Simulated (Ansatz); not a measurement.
A series of calculations on C$_{2}$H$_{6}$OSiTe

### Relaxation

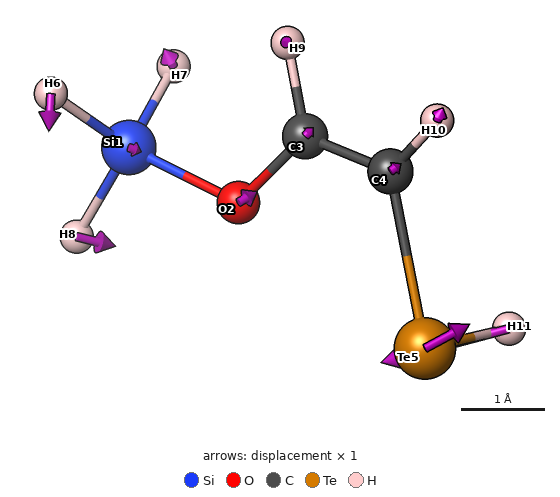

A relaxation of C₂H₆OSiTe. The starting structure is drawn; purple arrows show the displacements, at their true length. The two geometries are superimposed by the best rigid fit.

The picture is a ball-and-stick view, seen at a tilt.

The run prepares an end point of a later path (torsion) calculation, from a guessed geometry.

These are results of RKS PBE-D4/def2-SVP in Ansatz, not measurements. Set-up: no spin polarisation; force threshold 0.015 eV/Å; at most 40 steps.

What did the optimiser do to the structure, and how much energy did it gain?

Answer. The energy falls by 48.1 kJ/mol in 26 accepted moves (27 points after the start). The largest force component goes from 5.3 to 0.013 eV/Å. The line search rejected the trial step at point 8 of the run. The forces were under the threshold at step 7, but the run went on from there. H11 moves most after the best rigid fit: 1.62 Å. By element the largest moves are H 1.62 Å, Te 0.64 Å, O 0.30 Å, Si 0.18 Å, C 0.18 Å. Some distances before and after: Si1–H6 1.408 → 1.505 Å, C4–H10 1.006 → 1.099 Å, C4–Te5 2.182 → 2.116 Å, Te5–H11 1.732 → 1.679 Å. Among the angles between lasting bonds that change: C3–C4–Te5 116.3° → 125.5°, Te5–C4–H10 120.2° → 115.1°, H7–Si1–H8 106.2° → 111.0°. Groups turn about C4–Te5 by about 85°.

### Relaxation

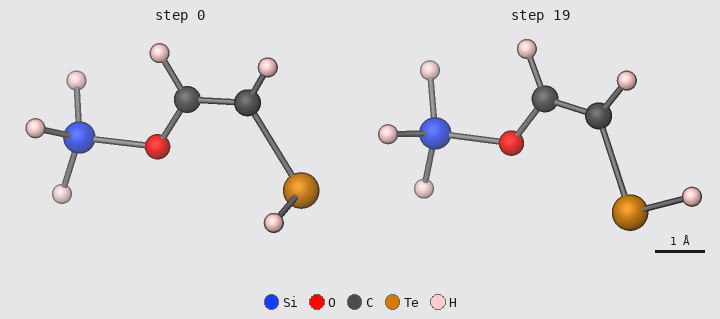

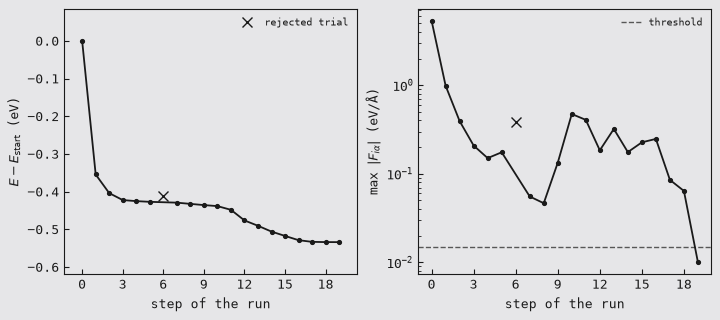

First and last geometry of a relaxation of C2H6OSiTe, with the history of the run. Style: ball-and-stick. Shown at a tilt.

The run prepares an end point of a later path (torsion) calculation, from a guessed geometry.

Computed with Ansatz 0.2.0, RKS PBE-D4/def2-SVP. (no spin polarisation; force threshold 0.015 eV/Å; at most 40 steps)

Did the run converge, and what did it change?

It converged. An H atom moves most after the best rigid fit: 1.33 Å. Largest moves by element: H 1.33 Å, Te 0.91 Å, C 0.34 Å, O 0.16 Å, Si 0.16 Å. Some distances before and after: H–Si 1.408 → 1.504 Å, C–H 1.006 → 1.098 Å, O–Te 3.232 → 3.158 Å, C–Te 2.182 → 2.119 Å. Among the angles between lasting bonds that change: C–C–H 115.3° → 122.1°, H–Si–H 106.2° → 111.2°, O–C–C 125.5° → 120.8°. Groups turn about C–Te by about 85°. After 18 accepted moves (19 points after the start) the energy has fallen by 0.534 eV. The largest force component goes from 5.3 to 0.01 eV/Å. The line search rejected the trial step at point 6 of the run.

### Path

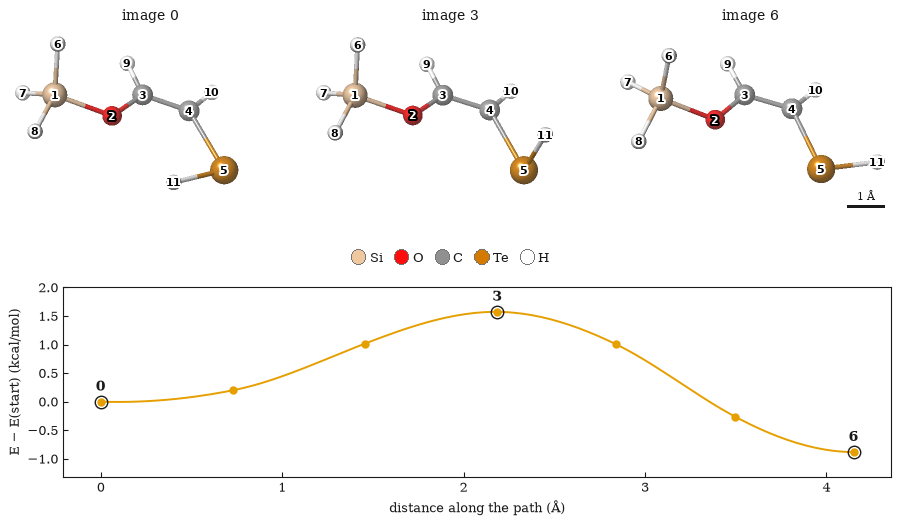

A nudged-elastic-band calculation for C2H6OSiTe. Images are numbered from 0 (start) to 6 (end). Style: ball-and-stick. Shown from a free direction.

All numbers below come from Ansatz, RKS PBE-D4/def2-SVP.

The input:
```yaml
crystal:
  periodic: [false, false, false]
  atoms:
    - { symbol: Si, position_ang: [-1.128783, 0.331012, 1.601786] }
    - { symbol: O, position_ang: [-0.426193, 0.043304, 0.084124] }
    - { symbol: C, position_ang: [0.91509, 0.027439, -0.164242] }
    - { symbol: C, position_ang: [1.436324, -0.287223, -1.366982] }
    - { symbol: Te, position_ang: [0.325322, -0.821267, -3.087006] }
    - { symbol: H, position_ang: [-0.748265, -0.751653, 2.575112] }
    - { symbol: H, position_ang: [-0.674578, 1.6605, 2.142006] }
    - { symbol: H, position_ang: [-2.603411, 0.328556, 1.35228] }
    - { symbol: H, position_ang: [1.582121, 0.298759, 0.677533] }
    - { symbol: H, position_ang: [2.526983, -0.271794, -1.502114] }
    - { symbol: H, position_ang: [-1.139209, -0.614735, -2.291998] }
basis:
  gaussian: { orbitals: def2-SVP }
hamiltonian:
  xc: pbe
  dispersion: d4
neb:
  order_check: false
  images: 5
  f_tol: 0.03
  max_iterations: 60
  initial_path: idpp
  final_atoms:
    - { symbol: Si, position_ang: [-1.11964224, 0.38797135, 1.87374201] }
    - { symbol: O, position_ang: [-0.57551352, 0.24028014, 0.2721531] }
    - { symbol: C, position_ang: [0.73559632, 0.16319289, -0.11220857] }
    - { symbol: C, position_ang: [1.06731804, -0.2575433, -1.34678784] }
    - { symbol: Te, position_ang: [-0.46176156, -0.83463124, -2.69548491] }
    - { symbol: H, position_ang: [-0.87163473, -0.88125717, 2.64128429] }
    - { symbol: H, position_ang: [-0.39834941, 1.52351277, 2.54912314] }
    - { symbol: H, position_ang: [-2.58454818, 0.66708636, 1.76504697] }
    - { symbol: H, position_ang: [1.49697276, 0.48237897, 0.62522077] }
    - { symbol: H, position_ang: [2.11369498, -0.29525382, -1.67680202] }
    - { symbol: H, position_ang: [0.66326857, -1.25283896, -3.87478793] }
```

Run as
```bash
ansatz run input.yaml --threads 2 --pin off --max-ram 3072MiB --backend cpu --events-out ev --progress --plain --runs-dir out
```

> What happens along the path, and what is the barrier?

The energy climbs by 1.57 kcal/mol to image 3 and then falls by 2.46 kcal/mol, so the end point sits at −0.88 kcal/mol. The motion is a rotation about the C4–Te5 bond by about 180°. No bond forms or breaks between the ends. Among the angles between lasting bonds that change up to the highest image: Te5–C4–H10 115.1° → 117.9°, C3–C4–Te5 125.5° → 123.3°. The band converged in 12 iterations, with a climbing image at the top. At the top, the vibrational analysis gives one imaginary mode (143i cm⁻¹), as a transition state must have.
